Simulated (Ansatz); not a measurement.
Consider GaP in the zinc blende structure (space group F-43m, No. 216; a = 5.4390 Å). Axes: x, y, z lie along the cube axes.

Now apply this change: biaxial strain +3.58 %, plane normal [001], relaxed out of plane (Cartesian); in-plane vectors clamped, the third vector and the atoms free.

Method: PBEsol, PAW, 420 eV (Ansatz, an electronic-structure program; scalar-relativistic without spin-orbit coupling), earlier PAW set.

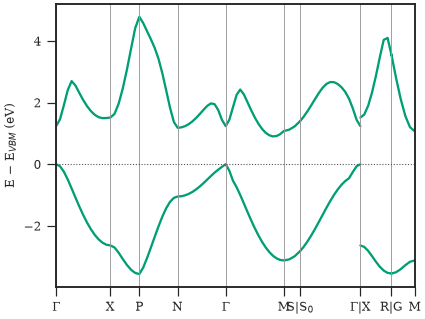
Fig. 1. Highest valence and lowest conduction band along the path of the changed cell's own zone

Q: From the figure, how large is the changed gap, and is it direct?

A: About 0.9 eV, indirect, Γ → Γ–M (81 % along).

Whether these cells are dynamically stable was not tested. k-point labels follow each cell's own Brillouin zone.
